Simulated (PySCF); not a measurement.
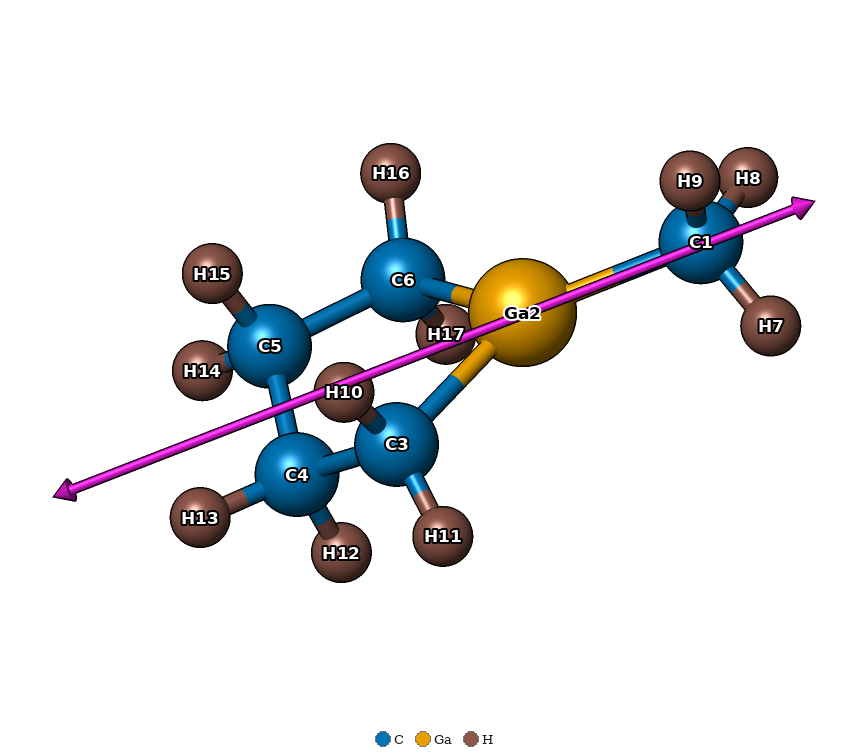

The double arrow shows the direction of the transition dipole to excited singlet state 4 (its length means nothing). The geometry was computed by an optimisation with PBE0-D3(BJ)/def2-SVP. No frequency run is at hand to confirm it as a minimum. Level of theory: TDDFT PBE0/def2-SVPD, vertical, gas phase, core orbitals frozen in the response (PySCF 2.14.0).

Question: How is the transition polarised?

Answer: Nearly parallel to the C1–Ga2 bond.

Question: Where does the transition lie, and how strong is it?

Answer: 6.43 eV (193 nm), oscillator strength 0.093, mainly HOMO−1 → LUMO+1 (weight 0.98); transition dipole 1.95 D.
